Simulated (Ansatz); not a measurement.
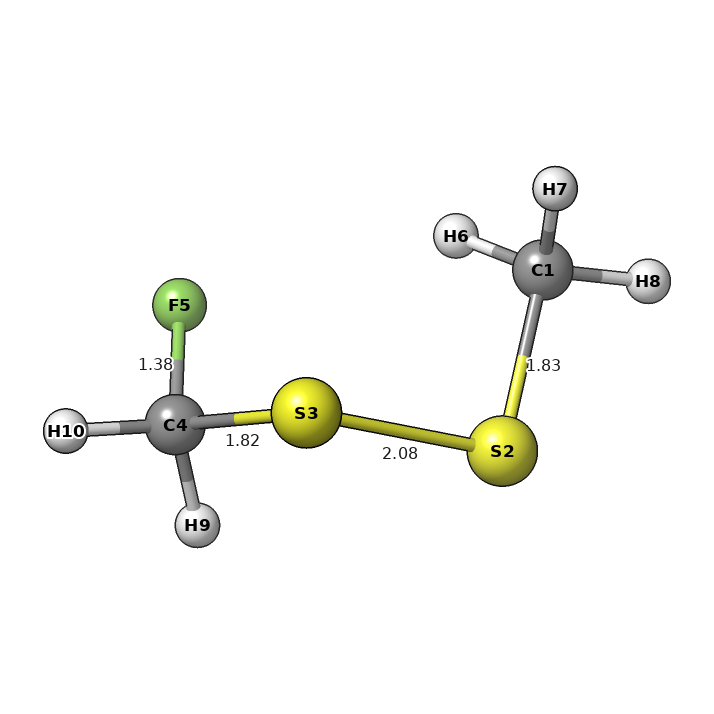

Bond lengths are marked in Å; every bond is drawn as one stick. The computed structure is the end point of a PBE-D4/def2-SVP optimisation. No frequency run is at hand to confirm it as a minimum.

Which of the marked bonds are single, double, triple or aromatic?

Answer. C1–S2 single; S2–S3 single; S3–C4 single; C4–F5 single.

Write the SMILES.

Answer. CSSCF
